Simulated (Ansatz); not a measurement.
# CF2 on Si(111), underside capped with H: molecular dynamics

Purpose: to shoot the molecule at the surface and see whether it bounces, sticks or breaks. Runs: 180 steps of 0.75 fs at constant energy. The slab cell is 3×2, and the molecule starts well above it. It comes in with 0.1 eV at 40° from the normal, on a surface at rest.

All numbers below are computed with Ansatz 0.2.0 (DFT PBEsol, plane waves, PAW, scalar-relativistic, no spin polarisation).

### 1 The system as given

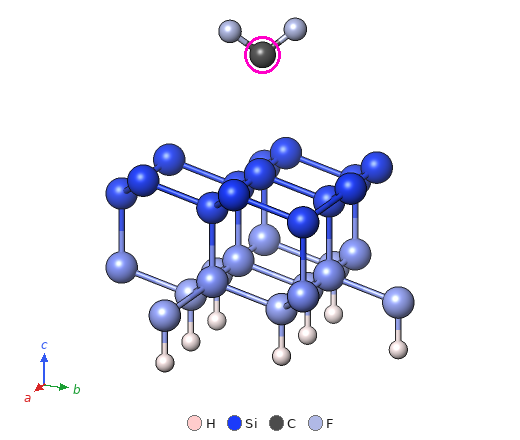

The starting structure, seen from the side, slightly above the surface (hydrogen pink, silicon blue, carbon dark grey, fluorine light blue). Each atom of the cell is drawn once, at one copy chosen for all pictures, so bonds across the cell's faces may be missing, with copies of the slab's atoms added to fill out the patch; deeper layers are paler. Ringed: C31.

The coordinates stand in the first input below.

### 2 Dynamics

180 steps of 0.75 fs at constant energy.

input.yaml reads:

```yaml
crystal:
  lattice:
    - [11.518769, 0.0, 0.0]
    - [3.83959, 6.650365, 0.0]
    - [0.0, 0.0, 20.418765]
  atoms:
    - { symbol: H, position: [0.1111111, 0.1666667, 0.0489746] }
    - { symbol: H, position: [0.4444444, 0.1666667, 0.0489746] }
    - { symbol: H, position: [0.7777778, 0.1666667, 0.0489746] }
    - { symbol: H, position: [0.1111111, 0.6666667, 0.0489746] }
    - { symbol: H, position: [0.4444444, 0.6666667, 0.0489746] }
    - { symbol: H, position: [0.7777778, 0.6666667, 0.0489746] }
    - { symbol: Si, position: [0.1111111, 0.1666667, 0.1224364] }
    - { symbol: Si, position: [0.4444444, 0.1666667, 0.1224364] }
    - { symbol: Si, position: [0.7777778, 0.1666667, 0.1224364] }
    - { symbol: Si, position: [0.1111111, 0.6666667, 0.1224364] }
    - { symbol: Si, position: [0.4444444, 0.6666667, 0.1224364] }
    - { symbol: Si, position: [0.7777778, 0.6666667, 0.1224364] }
    - { symbol: Si, position: [-0.1111111, 0.3333333, 0.1608204] }
    - { symbol: Si, position: [0.2222222, 0.3333333, 0.1608204] }
    - { symbol: Si, position: [0.5555556, 0.3333333, 0.1608204] }
    - { symbol: Si, position: [-0.1111111, 0.8333333, 0.1608204] }
    - { symbol: Si, position: [0.2222222, 0.8333333, 0.1608204] }
    - { symbol: Si, position: [0.5555556, 0.8333333, 0.1608204] }
    - { symbol: Si, position: [-0.1111111, 0.3333333, 0.2759722] }
    - { symbol: Si, position: [0.2222222, 0.3333333, 0.2759722] }
    - { symbol: Si, position: [0.5555556, 0.3333333, 0.2759722] }
    - { symbol: Si, position: [-0.1111111, 0.8333333, 0.2759722] }
    - { symbol: Si, position: [0.2222222, 0.8333333, 0.2759722] }
    - { symbol: Si, position: [0.5555556, 0.8333333, 0.2759722] }
    - { symbol: Si, position: [0.0, 0.0, 0.3143562] }
    - { symbol: Si, position: [0.3333333, 0.0, 0.3143562] }
    - { symbol: Si, position: [0.6666667, 0.0, 0.3143562] }
    - { symbol: Si, position: [0.0, 0.5, 0.3143562] }
    - { symbol: Si, position: [0.3333333, 0.5, 0.3143562] }
    - { symbol: Si, position: [0.6666667, 0.5, 0.3143562] }
    - { symbol: C, position: [0.3158394, 0.5071409, 0.4987683] }
    - { symbol: F, position: [0.2330312, 0.6515275, 0.5369685] }
    - { symbol: F, position: [0.3986477, 0.3627544, 0.5369685] }
basis:
  ecutwfc: 420.0
kpoints:
  mp_grid: { grid: [1, 2, 1] }
hamiltonian:
  xc: pbesol
  pseudopotentials: { kind: paw, azcp: { folder: soft_1 } }
scf:
  occupations: { method: fermi_dirac, width: 0.05 }
  lower_state_search: "off"
md:
  timestep: 0.75
  n_steps: 180
  ensemble: nve
  initial_velocities: zero
  seed: 189123
  initial_site_velocities:
    - { site: 30, velocity: [0.003993, 0.0, -0.004759] }
    - { site: 31, velocity: [0.003993, 0.0, -0.004759] }
    - { site: 32, velocity: [0.003993, 0.0, -0.004759] }
  constraints: [{ sites: [0, 1, 2, 3, 4, 5, 6, 7, 8, 9, 10, 11] }]
```

Started as:

```
ansatz run input.yaml --threads 2 --pin off --max-ram 5120MiB --backend cpu --events-out ev --progress --plain --runs-dir out
```

Standard output (excerpt; [...] marks lines left out):

```text
Warning: md: disabling space-group detection — thermal motion breaks the input geometry's symmetry, so no spatial operation reduces the k-mesh or symmetrises the density; time reversal is kept, so that k and −k are solved as one point where they differ and the mesh holds both, and exact [...]
Warning: <dir> the record states the generating functional pbe (its physics header spells it `PBE`), which answers neither for hamiltonian.xc's functional nor for the pbesol family's — results may be inconsistent (PPs are generated against a specific XC)
[...]
Warning: RAYON_NUM_THREADS=2 ignored (pool sized by the plan → 2); use --threads N
[...]
Pseudopotentials: kind: paw
Pseudopotential: H, paw, valence charge 1, recommended cutoff 420 eV (normal), <dir>
Pseudopotential: Si, paw, valence charge 4, recommended cutoff 420 eV (normal), <dir>
Pseudopotential: C, paw, valence charge 4, recommended cutoff 420 eV (normal), <dir>
Pseudopotential: F, paw, valence charge 7, recommended cutoff 420 eV (normal), <dir>
Functional definition: PBEsol
[...]
Crystal: 33 atoms, lattice volume = 1564.159 Å³
Basis set: ecut = 420 eV, 30525 PW (Γ), exchange–correlation on 160×108×288 points (8 copies of the dense FFT grid, shifted against one another)
Bands: 93, of which v1, the nominal top of the filled ones, is band 60 counted from 1 (59 counted from 0)
Symmetry: 1 space group operations
k-points: 2
[...]
SCF iter   1: F=—  HF=-16847.632871 eV  |F-HF|=—  |Δ(HF+E_count)|=         —  Δρ=3.43e-2  dr2=1.89e1  ethr=3.10e-3  ⟨swp⟩=8.5  Hψ=1087  notcnv=0  defer=23
[...]
md step     0: t =     0.00 fs  T =    36.8 K  F+E_penalty+E_count = -16841.98743919 eV  E_kin = 0.100010 eV  conserved = -16841.88742876 eV  (18 SCF iters)
[...]
md step     4: t =     3.00 fs  T =    40.9 K  F+E_penalty+E_count = -16841.99852035 eV  E_kin = 0.111078 eV  conserved = -16841.88744214 eV  (9 SCF iters)
md step     5: t =     3.75 fs  T =    43.0 K  F+E_penalty+E_count = -16842.00403778 eV  E_kin = 0.116590 eV  conserved = -16841.88744807 eV  (3 SCF iters)
```

### 3 The log goes on: dynamics from the start

Output, continued (excerpt; [...] marks lines left out):

```text
md step     6: t =     4.50 fs  T =    45.3 K  F+E_penalty+E_count = -16842.01048656 eV  E_kin = 0.123032 eV  conserved = -16841.88745408 eV  (2 SCF iters)
[...]
md step    23: t =    17.25 fs  T =   113.0 K  F+E_penalty+E_count = -16842.19419411 eV  E_kin = 0.306652 eV  conserved = -16841.88754166 eV  (2 SCF iters)
[...]
md step    40: t =    30.00 fs  T =   143.8 K  F+E_penalty+E_count = -16842.27784589 eV  E_kin = 0.390322 eV  conserved = -16841.88752434 eV  (7 SCF iters)
[...]
md step    57: t =    42.75 fs  T =   135.9 K  F+E_penalty+E_count = -16842.25641208 eV  E_kin = 0.368940 eV  conserved = -16841.88747183 eV  (2 SCF iters)
[...]
md step    74: t =    55.50 fs  T =   150.1 K  F+E_penalty+E_count = -16842.29494669 eV  E_kin = 0.407449 eV  conserved = -16841.88749812 eV  (2 SCF iters)
[...]
md step    75: t =    56.25 fs  T =   151.2 K  F+E_penalty+E_count = -16842.29796174 eV  E_kin = 0.410462 eV  conserved = -16841.88749933 eV  (3 SCF iters)
[...]
E sigma→0 (E₀):  -16842.212034 eV
Entropy (-TS):   -0.185348 eV (-5.617 meV/atom)
Fermi energy:    -0.959727 eV
[...]
--- Forces (eV/Å), atoms counted from 1 ---
  atom   1  H     -0.02663587     0.01665415    -0.20734660
  atom   2  H      0.01116999     0.02733264    -0.23197423
  atom   3  H      0.01192899     0.02857689    -0.21638732
  atom   4  H     -0.02704482     0.06039303    -0.22549794
  atom   5  H      0.02412969     0.04051599    -0.23067875
  atom   6  H      0.01736881    -0.00317101    -0.21732491
  atom   7  Si    -0.01142885    -0.11341036    -0.62182589
  atom   8  Si    -0.00773668    -0.04321527    -0.64835766
[...]
--- MD trajectory: 180 steps, t = 0.0 → 135.0 fs ---
  final state: T = 153.7 K   F+E_penalty+E_count = -16842.30470826 eV   E_kin = 0.417199 eV
  conserved energy: peak-to-peak 1.421e-4 eV (4.306e-6 eV/atom) over 135.0 fs
```

It took 28 min on 2 threads of Intel Xeon Platinum 8259CL at 2.50GHz (Skylake/Cascade Lake), shared host; peak memory 2.2 GiB.

### 4 What the atoms did

One step in 13; energies are changes from step 0; msd is the mean square displacement from the start, of the atoms that may move:

| time (fs) | T (K) | potential energy change (meV/atom) | total energy change (meV/atom) | height over the top layer (Å) | msd F (Å²) | msd C (Å²) | msd Si (Å²) |
| --- | --- | --- | --- | --- | --- | --- | --- |
| 0.0 | 37 | 0.0 | 0.00 | 4.36 | 0.000 | 0.000 | 0.000 |
| 9.8 | 69 | -2.6 | 0.00 | 4.31 | 0.003 | 0.005 | 0.000 |
| 19.5 | 125 | -7.2 | 0.00 | 4.26 | 0.015 | 0.019 | 0.001 |
| 29.2 | 144 | -8.8 | 0.00 | 4.21 | 0.036 | 0.036 | 0.004 |
| 39.0 | 138 | -8.3 | 0.00 | 4.16 | 0.064 | 0.068 | 0.008 |
| 48.8 | 141 | -8.6 | 0.00 | 4.10 | 0.106 | 0.100 | 0.013 |
| 58.5 | 155 | -9.7 | 0.00 | 4.04 | 0.159 | 0.139 | 0.019 |
| 68.2 | 160 | -10.2 | 0.00 | 3.98 | 0.219 | 0.206 | 0.024 |
| 78.0 | 168 | -10.8 | 0.00 | 3.92 | 0.297 | 0.265 | 0.030 |
| 87.8 | 198 | -13.2 | 0.00 | 3.85 | 0.392 | 0.328 | 0.037 |
| 97.5 | 213 | -14.5 | 0.00 | 3.79 | 0.496 | 0.419 | 0.045 |
| 107.2 | 182 | -12.0 | 0.00 | 3.71 | 0.624 | 0.501 | 0.055 |
| 117.0 | 139 | -8.4 | 0.00 | 3.64 | 0.767 | 0.608 | 0.065 |
| 126.8 | 130 | -7.7 | 0.00 | 3.56 | 0.923 | 0.753 | 0.074 |
| 135.0 | 154 | -9.6 | 0.00 | 3.50 | 1.080 | 0.854 | 0.079 |

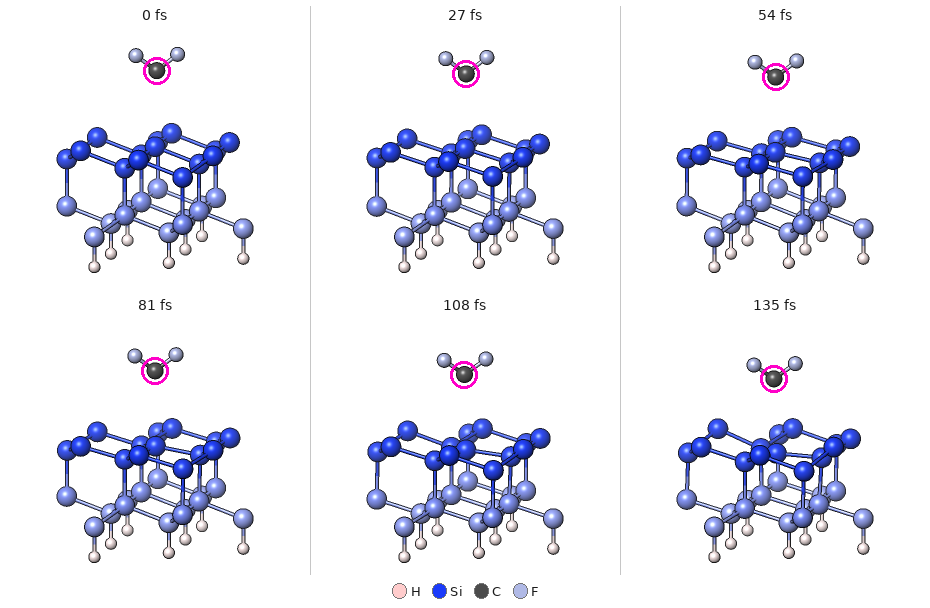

The system at six times, viewed from the side, slightly above the surface. Each atom of the cell is drawn once, at one copy chosen for all pictures, so bonds across the cell's faces may be missing, with copies of the slab's atoms added to fill out the patch; deeper layers are paler. Atoms are followed across the cell's faces. Sticks are the contacts of the first frame, kept unless stretched by 40 %.

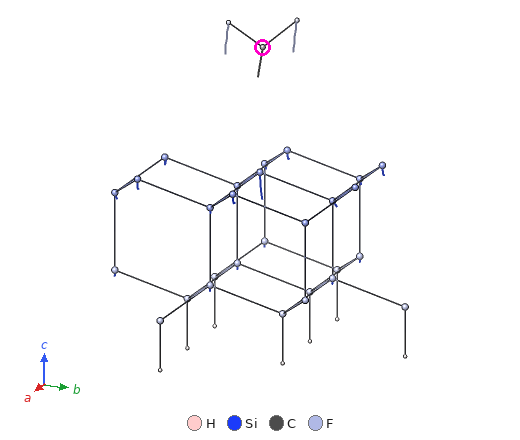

The track of every atom over the whole run, drawn from its starting place (pale balls).

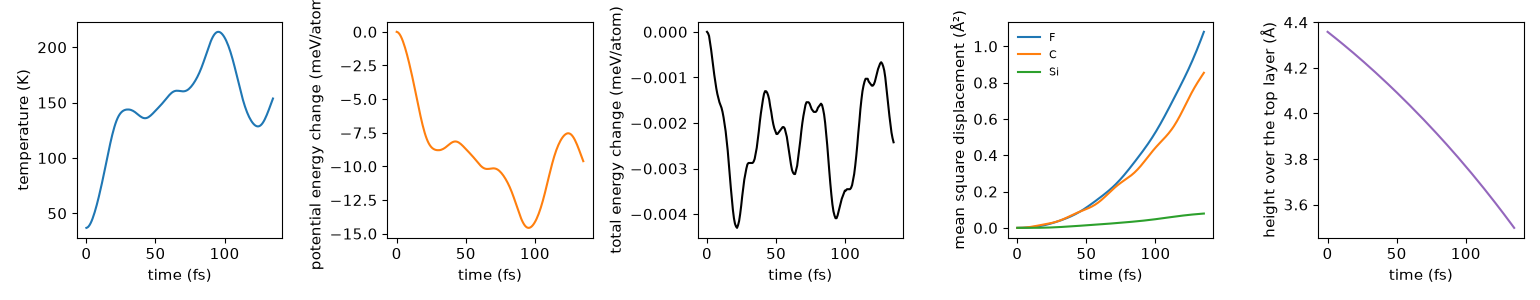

Time series of the run, each on its own scale.

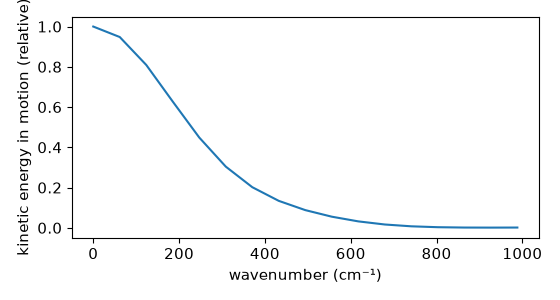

Power spectrum of the mass-weighted velocities; a run of 135 fs resolves no finer than about 490 cm⁻¹.

### 5 Positions and forces

Positions (Å) and forces (eV/Å):

```xyz
33
Lattice="11.519 0.000 0.000 3.840 6.650 0.000 0.000 0.000 20.419" Properties=species:S:1:pos:R:3:forces:R:3 pbc="T T T" time_fs=45.0 T=137 dE=-0.2717
H     1.920    1.108    1.000    0.010    0.010   -0.112
H     5.759    1.108    1.000   -0.013    0.024   -0.126
H     9.599    1.108    1.000   -0.026    0.030   -0.121
H     3.840    4.434    1.000   -0.012    0.022   -0.124
H     7.679    4.434    1.000   -0.010    0.025   -0.125
H    11.519    4.434    1.000   -0.009    0.021   -0.128
Si    1.920    1.108    2.500    0.002   -0.125    0.565
Si    5.759    1.108    2.500   -0.025   -0.142    0.446
Si    9.599    1.108    2.500   -0.071   -0.099    0.514
Si    3.840    4.434    2.500   -0.066   -0.097    0.449
Si    7.679    4.434    2.500   -0.002   -0.104    0.452
Si   11.519    4.434    2.500   -0.029   -0.110    0.459
Si   -0.005    2.208    3.279    0.041    0.053    0.162
Si    3.844    2.214    3.277   -0.024    0.019    0.191
Si    7.667    2.213    3.278    0.084    0.031    0.187
Si    1.914    5.534    3.279    0.041    0.056    0.163
Si    5.755    5.523    3.277    0.040    0.113    0.190
Si    9.596    5.533    3.280    0.030    0.058    0.151
Si    0.002    2.223    5.702    0.024    0.034   -0.653
Si    3.828    2.215    5.713    0.054    0.034   -0.690
Si    7.695    2.216    5.711    0.005    0.032   -0.676
Si    1.922    5.549    5.702    0.021    0.013   -0.667
Si    5.762    5.566    5.713    0.025   -0.001   -0.679
Si    9.599    5.549    5.699    0.030    0.014   -0.672
Si    0.002    0.009    6.256   -0.030    0.020    0.181
Si    3.849    0.004    6.269    0.001    0.011    0.250
Si    7.685    0.002    6.256   -0.028   -0.005    0.178
Si    1.922    3.335    6.261   -0.024    0.020    0.197
Si    5.766    3.334    6.203   -0.026    0.014   -0.036
Si    9.610    3.335    6.260   -0.004    0.029    0.193
C     5.741    3.363    9.931   -0.015   -0.008    0.336
F     5.371    4.338   10.733    0.132   -0.301   -0.225
F     6.170    2.412   10.732   -0.125    0.307   -0.227
33
Lattice="11.519 0.000 0.000 3.840 6.650 0.000 0.000 0.000 20.419" Properties=species:S:1:pos:R:3:forces:R:3 pbc="T T T" time_fs=90.0 T=205 dE=-0.4575
H     1.920    1.108    1.000    0.018    0.009   -0.128
H     5.759    1.108    1.000   -0.011    0.033   -0.151
H     9.599    1.108    1.000   -0.023    0.037   -0.143
H     3.840    4.434    1.000   -0.009    0.030   -0.147
H     7.679    4.434    1.000   -0.002    0.031   -0.149
H    11.519    4.434    1.000    0.003    0.016   -0.150
Si    1.920    1.108    2.500    0.035   -0.042    0.123
Si    5.759    1.108    2.500    0.037    0.009    0.059
Si    9.599    1.108    2.500    0.018   -0.004    0.099
Si    3.840    4.434    2.500    0.043   -0.035    0.081
Si    7.679    4.434    2.500    0.024   -0.027    0.060
Si   11.519    4.434    2.500    0.046   -0.021    0.043
Si    0.001    2.214    3.237   -0.039   -0.046   -0.340
Si    3.841    2.217    3.243    0.010   -0.009   -0.423
Si    7.676    2.218    3.243   -0.070   -0.026   -0.386
Si    1.918    5.543    3.234   -0.035   -0.045   -0.348
Si    5.758    5.537    3.245   -0.042   -0.083   -0.409
Si    9.602    5.541    3.229   -0.024   -0.046   -0.323
Si    0.008    2.248    5.550    0.087    0.005    0.311
Si    3.817    2.221    5.555    0.059   -0.071    0.269
Si    7.717    2.228    5.560    0.129   -0.010    0.286
Si    1.926    5.567    5.543    0.097    0.004    0.289
Si    5.772    5.611    5.560    0.143    0.082    0.298
Si    9.599    5.568    5.535    0.025    0.035    0.277
Si    0.006    0.030    6.135   -0.080    0.014    0.157
Si    3.868    0.019    6.211   -0.070    0.025    0.316
Si    7.691    0.011    6.134   -0.105    0.025    0.165
Si    1.930    3.357    6.157   -0.068    0.037    0.186
Si    5.775    3.357    5.888   -0.109    0.040    0.024
Si    9.625    3.361    6.152   -0.077    0.036    0.201
C     5.854    3.337    9.661   -0.046   -0.013   -0.225
F     5.572    4.339   10.446   -0.009    0.075    0.040
F     6.359    2.425   10.444    0.045   -0.062    0.040
33
Lattice="11.519 0.000 0.000 3.840 6.650 0.000 0.000 0.000 20.419" Properties=species:S:1:pos:R:3:forces:R:3 pbc="T T T" time_fs=135.0 T=154 dE=-0.3173
H     1.920    1.108    1.000   -0.027    0.017   -0.207
H     5.759    1.108    1.000    0.011    0.027   -0.232
H     9.599    1.108    1.000    0.012    0.029   -0.216
H     3.840    4.434    1.000   -0.027    0.060   -0.226
H     7.679    4.434    1.000    0.024    0.041   -0.231
H    11.519    4.434    1.000    0.017   -0.003   -0.217
Si    1.920    1.108    2.500   -0.011   -0.113   -0.622
Si    5.759    1.108    2.500   -0.008   -0.043   -0.648
Si    9.599    1.108    2.500   -0.061   -0.036   -0.570
Si    3.840    4.434    2.500   -0.036   -0.061   -0.649
Si    7.679    4.434    2.500   -0.002   -0.067   -0.653
Si   11.519    4.434    2.500   -0.022   -0.101   -0.567
Si   -0.003    2.207    3.131    0.039    0.025    0.587
Si    3.839    2.219    3.111   -0.031   -0.001    0.534
Si    7.671    2.214    3.125    0.067    0.007    0.495
Si    1.913    5.540    3.121    0.022    0.028    0.520
Si    5.752    5.530    3.123    0.025    0.054    0.574
Si    9.602    5.538    3.121    0.026    0.032    0.516
Si    0.022    2.284    5.488   -0.059    0.042    0.415
Si    3.809    2.199    5.448    0.017   -0.036    0.334
Si    7.754    2.251    5.469   -0.098    0.083    0.344
Si    1.936    5.591    5.458   -0.069   -0.003    0.420
Si    5.822    5.690    5.476    0.046   -0.037    0.343
Si    9.575    5.609    5.443   -0.129    0.047    0.484
Si    0.012    0.057    6.105    0.108   -0.032   -0.208
Si    3.884    0.048    6.369    0.014    0.032    0.172
Si    7.676    0.030    6.106    0.017    0.052   -0.222
Si    1.946    3.387    6.164    0.127   -0.069   -0.161
Si    5.766    3.399    5.592    0.030    0.013    0.177
Si    9.633    3.409    6.167   -0.021    0.008   -0.116
C     5.943    3.305    9.335    0.032    0.011   -0.052
F     5.774    4.345   10.104   -0.085    0.156   -0.052
F     6.551    2.437   10.097    0.048   -0.161   -0.066
```

### 6 Results

| quantity | value |
| --- | --- |
| lowest height of the centre of mass | 3.50 Å over the top layer's first level, at 135.0 fs |
| shortest distance to a slab atom | 3.70 Å |
| length | 180 steps of 0.75 fs |
| temperature, first and last step | 37 and 154 K |
| temperature, second half | mean 170 K, from 129 to 214 K |
| potential energy, second half | -11 meV/atom from the start |
| largest change of the total energy | 0.00 meV/atom |
| mean square displacement, second half | F 0.579, C 0.476, Si 0.050 Å² |

In words: The molecule's centre of mass comes down from 4.36 Å to 3.50 Å and is still falling when the run ends, so its fate is open. Its shortest distance to a slab atom is 3.70 Å. The total energy strays from its start by at most 0.00 meV/atom, under 0.1 % of the mean kinetic energy, which is good for a step of 0.75 fs. The printed temperature only measures the kinetic energy here. Kinetic energy grows to 0.4 eV on average, more than the molecule brought: the slab or molecule was not relaxed and heats itself. The run is too short to decide the outcome. Averages from a run of 135 fs with 33 atoms are rough.
